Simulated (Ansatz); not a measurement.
**Zn3H6O6: one change and its effect**

System: Zn3H6O6, charge −1, multiplicity 2.
Method of run A: UKS r2SCAN-D4/def2-SVP (Ansatz 0.2.0).

The geometry: r2SCAN-D4/def2-SVP start. Text and figures count atoms from 1; the logs count them from 0 in places.

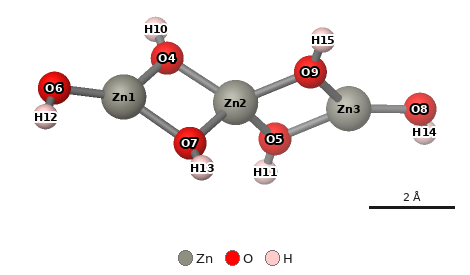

Figure 1. The input geometry (ball-and-stick view, seen at a tilt; atoms are numbered from 1 in the order of the input). Sticks mark near contacts. Bond lengths as drawn: H–O 0.96 to 0.97 Å and O–Zn 1.79 to 1.95 Å.

## Input file, run A
```yaml
crystal:
  periodic: [false, false, false]
  atoms:
    - {symbol: Zn, position_ang: [-0.309058, 1.874820, -2.216781]}
    - {symbol: Zn, position_ang: [0.064921, 0.012925, 0.000586]}
    - {symbol: Zn, position_ang: [0.386039, -1.809456, 2.256699]}
    - {symbol: O, position_ang: [1.123345, 0.976865, -1.311056]}
    - {symbol: O, position_ang: [0.130932, -1.903648, 0.351120]}
    - {symbol: O, position_ang: [-0.402511, 3.045280, -3.572468]}
    - {symbol: O, position_ang: [-1.388177, 0.882327, -0.968441]}
    - {symbol: O, position_ang: [0.587078, -2.820438, 3.724357]}
    - {symbol: O, position_ang: [0.340442, 0.080798, 1.924408]}
    - {symbol: H, position_ang: [2.054734, 0.936116, -1.543302]}
    - {symbol: H, position_ang: [-0.211761, -2.631054, -0.175830]}
    - {symbol: H, position_ang: [-1.314238, 3.274587, -3.790745]}
    - {symbol: H, position_ang: [-2.292538, 1.052981, -0.690547]}
    - {symbol: H, position_ang: [0.582631, -3.763205, 3.517836]}
    - {symbol: H, position_ang: [0.648161, 0.791102, 2.494174]}
basis:
  gaussian: {orbitals: def2-SVP}
total_charge: -1
magnetization: {spin_polarized: true, initial_magnetization: 1}
hamiltonian: {xc: r2scan, dispersion: d4}
scf: {lower_state_search: "off"}
output: {orbitals: {seedname: orbitals}}
relax: {f_tol: 0.03, max_steps: 70}
```

Command:
```bash
ansatz run in.yaml --threads 2 --pin off --events-out ev --progress --plain --max-ram 32768MiB --backend cuda --devices 0, --max-vram 18GiB
```

Hardware: 2 CPU threads, shared host.

## Output, shortened to warnings, some set-up lines, iterations and results (run A)
```
[...]
mean field evaluation 1: about -157585.9210 eV, gradient 8.1e1 eV
mean field evaluation 2: about -157504.9259 eV, gradient 1.7e2 eV
mean field evaluation 4: about -157606.9476 eV, gradient 1.2e1 eV
mean field evaluation 8: about -157607.4589 eV, gradient 2.5e-1 eV
mean field evaluation 16: about -157607.3620 eV, gradient 1.5e-3 eV
[... 7 lines ...]
mean field evaluation 64: about -157607.5598 eV, gradient 8.4e-2 eV
relax step   7: F+E_penalty+E_count = -157607.66770279 eV  Δ(F+E_penalty+E_count) = -7.329e-4 eV  max|allowed force component| = 3.508e-2 eV/Å  Δτ_max = 0.0308 Å  (21 SCF …
relax step   8: F+E_penalty+E_count = -157607.66808319 eV  Δ(F+E_penalty+E_count) = -3.804e-4 eV  max|allowed force component| = 1.797e-2 eV/Å  Δτ_max = 0.0233 Å  (21 SCF …
relax step   9: F+E_penalty+E_count = -157607.66816542 eV  Δ(F+E_penalty+E_count) = -8.223e-5 eV  max|allowed force component| = 6.064e-2 eV/Å  Δτ_max = 0.0379 Å  (21 SCF …
relax step  10: F+E_penalty+E_count = -157607.66840696 eV  Δ(F+E_penalty+E_count) = -2.415e-4 eV  max|allowed force component| = 1.241e-2 eV/Å  Δτ_max = 0.0138 Å  (16 SCF …
Total energy: -157607.66844737 eV, -5791.9749851263 hartree
Atom 0 at    -0.225810     1.851487    -2.126401 Å, force    -0.002428     0.003008    -0.003428 eV/Å
Atom 1 at     0.037909     0.044484     0.031353 Å, force     0.000122     0.002499     0.003483 eV/Å
Atom 2 at     0.315328    -1.731645     2.212637 Å, force     0.001481    -0.007020    -0.001307 eV/Å
Atom 3 at     1.261090     1.178691    -1.053398 Å, force    -0.006634     0.004857     0.005593 eV/Å
Atom 4 at     0.321675    -1.912926     0.248141 Å, force     0.008480     0.005690     0.007102 eV/Å
Atom 5 at    -0.388583     2.952096    -3.584506 Å, force     0.009261    -0.006502     0.008916 eV/Å
Atom 6 at    -1.471905     0.775407    -1.042000 Å, force     0.003441    -0.003904    -0.006589 eV/Å
Atom 7 at     0.580363    -2.873270     3.623179 Å, force    -0.001445     0.012405     0.000609 eV/Å
Atom 8 at     0.000737     0.184842     2.017468 Å, force     0.009769     0.010902     0.006840 eV/Å
Atom 9 at     1.965825     0.703225    -1.524413 Å, force     0.007511    -0.002458    -0.006454 eV/Å
Atom 10 at    -0.406641    -2.436940    -0.128943 Å, force    -0.009351    -0.005800    -0.004177 eV/Å
Atom 11 at    -1.328282     2.939852    -3.819937 Å, force    -0.007333     0.000742    -0.003483 eV/Å
Atom 12 at    -2.099416     1.277430    -0.492991 Å, force    -0.004368     0.005148     0.003331 eV/Å
Atom 13 at     0.778710    -3.736340     3.230343 Å, force     0.001482    -0.008661    -0.002731 eV/Å
Atom 14 at     0.659000     0.783606     2.409479 Å, force    -0.009988    -0.010907    -0.007703 eV/Å
Dipole moment:    -0.186036    -0.180017    -0.125503 e Å
Checks for a lower state left out: stability, starts, cluster_reference, orbital_swaps, neighbouring_geometries, increment
```

The input of run B differs as follows (lines with − go, lines with + come):
```diff
-total_charge: -1
+total_charge: 1
```

How does run B compare with run A?

The total energies belong to different systems, so their difference says nothing on which is more stable or more accurate. The HOMO goes from 1.96 to −10.22 eV. The LUMO goes from 2.50 to −10.15 eV.

## Output, shortened to warnings, some set-up lines, iterations and results (run B)
```
[...]
mean field evaluation 1: about -157536.6135 eV, gradient 1.3e2 eV
mean field evaluation 2: about -157131.5364 eV, gradient 2.6e2 eV
mean field evaluation 4: about -157590.3572 eV, gradient 4.5e1 eV
mean field evaluation 8: about -157596.4497 eV, gradient 2.1e1 eV
mean field evaluation 16: about -157600.0383 eV, gradient 4.3e-1 eV
[... 14 lines ...]
relax step  12: F+E_penalty+E_count = -157600.24722376 eV  Δ(F+E_penalty+E_count) = +9.587e-5 eV  max|allowed force component| = 9.929e-2 eV/Å  Δτ_max = 0.0459 Å  (27 SCF …
relax step  13: F+E_penalty+E_count = -157600.24756876 eV  Δ(F+E_penalty+E_count) = -2.491e-4 eV  max|allowed force component| = 5.046e-2 eV/Å  Δτ_max = 0.0227 Å  (27 SCF …
mean field evaluation 128: about -157600.1549 eV, gradient 2.0e-4 eV
relax step  14: F+E_penalty+E_count = -157600.24790140 eV  Δ(F+E_penalty+E_count) = -3.326e-4 eV  max|allowed force component| = 3.347e-2 eV/Å  Δτ_max = 0.0538 Å  (27 SCF …
relax step  15: F+E_penalty+E_count = -157600.24794049 eV  Δ(F+E_penalty+E_count) = -3.908e-5 eV  max|allowed force component| = 1.823e-2 eV/Å  Δτ_max = 0.0086 Å  (21 SCF …
Total energy: -157600.24797615 eV, -5791.7022878385 hartree
Atom 0 at    -0.384614     1.935669    -2.138589 Å, force     0.001196    -0.006408    -0.005031 eV/Å
Atom 1 at     0.014274     0.011069     0.006652 Å, force    -0.001220    -0.004659    -0.002330 eV/Å
Atom 2 at     0.472001    -1.875952     2.173664 Å, force     0.000593    -0.000736    -0.001625 eV/Å
Atom 3 at     1.047794     1.035857    -1.289307 Å, force     0.004600     0.002253     0.002762 eV/Å
Atom 4 at    -0.072436    -1.906174     0.358824 Å, force    -0.002256    -0.017195    -0.004973 eV/Å
Atom 5 at    -0.580613     3.279346    -3.347426 Å, force     0.004542     0.003322     0.014108 eV/Å
Atom 6 at    -1.435187     0.914692    -0.936582 Å, force    -0.017724     0.006661     0.000691 eV/Å
Atom 7 at     0.958001    -3.035772     3.486553 Å, force    -0.006778    -0.002755     0.003940 eV/Å
Atom 8 at     0.514910    -0.005216     1.890205 Å, force     0.000248     0.002149    -0.000770 eV/Å
Atom 9 at     1.994952     1.102456    -1.457085 Å, force    -0.004911     0.002483     0.000384 eV/Å
Atom 10 at    -0.207860    -2.662444    -0.224238 Å, force     0.002266     0.015884     0.007596 eV/Å
Atom 11 at    -0.972397     3.113049    -4.219945 Å, force    -0.004925    -0.001849    -0.012770 eV/Å
Atom 12 at    -2.384590     0.954292    -0.771293 Å, force     0.018228    -0.001120     0.000697 eV/Å
Atom 13 at     0.292399    -3.560188     3.961121 Å, force     0.005960     0.002635    -0.002477 eV/Å
Atom 14 at     0.743366     0.699316     2.507457 Å, force     0.000181    -0.000665    -0.000202 eV/Å
Dipole moment:    -0.382176    -0.249318    -0.141916 e Å
Checks for a lower state left out: stability, starts, cluster_reference, orbital_swaps, neighbouring_geometries, increment
```

## The two runs side by side

| quantity | run A | run B |
| --- | --- | --- |
| outcome | converged | converged |
| total energy (hartree) | −5791.974985 | −5791.702288 |
| HOMO (eV) | 1.96 | −10.22 |
| LUMO (eV) | 2.50 | −10.15 |
| ⟨S²⟩ | 0.751 | 0.754 |
| largest force (eV/Å) | 0.017 | 0.019 |
| basis functions | 207 | 207 |
| wall time (shared host) | 45 s | 31 s |

For run A: The highest filled orbital lies above zero: either the extra electron isn't bound at this level, or the self-interaction error of the functional lifts the level.
